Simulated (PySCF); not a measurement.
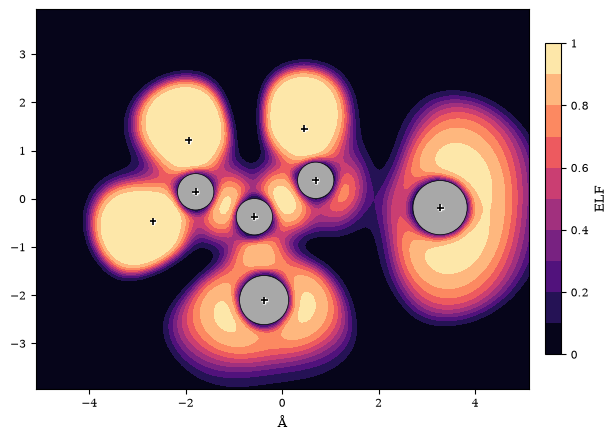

The ELF on a plane through atoms (crosses mark nuclei in the plane; grey discs cover the cores).

Level of theory: PBE0/pcSseg-1, SCF density, gas phase, non-relativistic (PySCF).

Candidates:
A. C3H11ClO2Si3
B. C4H7ClSSi
C. C5H7FO3Si (SMILES CC(=O)C1=C(O[SiH2]O)[C@H]1F)

Which candidate gave the map?

Answer. Candidate B: C4H7ClSSi on the plane of atoms C1, C2 and Cl3, which holds C, Cl, S and H. C–C (1.32 Å): the ELF peaks at about 0.90 between the atoms (a short, multiple covalent bond). C–Cl (1.74 Å): the ELF peaks at about 0.90 between the atoms: a shared electron pair.
